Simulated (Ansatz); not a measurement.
The figure comes from a scan of MgTe (wurtzite): the cell is scaled evenly about its relaxed volume V₀. All values below come from PBEsol (plane waves to 420 eV, PAW, scalar-relativistic; Ansatz, a program for electronic structure). k mesh 9×9×5 (Γ-centred), Fermi-Dirac smearing 0.05 eV. The energy includes the smearing's −TS. MgTe was relaxed with its symmetry unable to fall. Spin-orbit coupling is left out, though Te is heavy. The zero of ΔE is the relaxed starting cell.

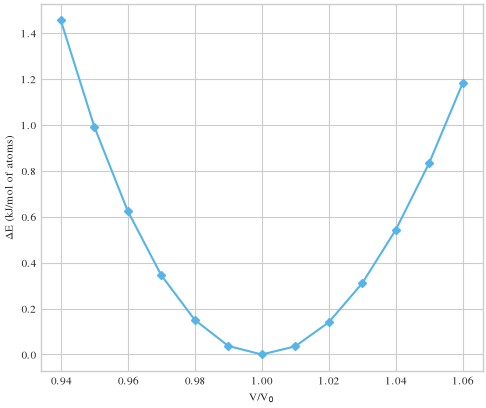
Fig. 1. ΔE (kJ/mol of atoms) against V/V₀; markers are the computed points, lines only join them.

Problem. List the plotted points as numbers.

Solution. To the nearest 0.02:

```tsv
V/V₀	ΔE (kJ/mol of atoms)
0.940	1.46
0.950	1.00
0.960	0.62
0.970	0.34
0.980	0.16
0.990	0.04
1.000	0.00
1.010	0.04
1.020	0.14
1.030	0.32
1.040	0.54
1.050	0.84
1.060	1.18
```

(A scan under strain: stresses follow from slopes of the energy per volume, elastic moduli from its curvatures.)
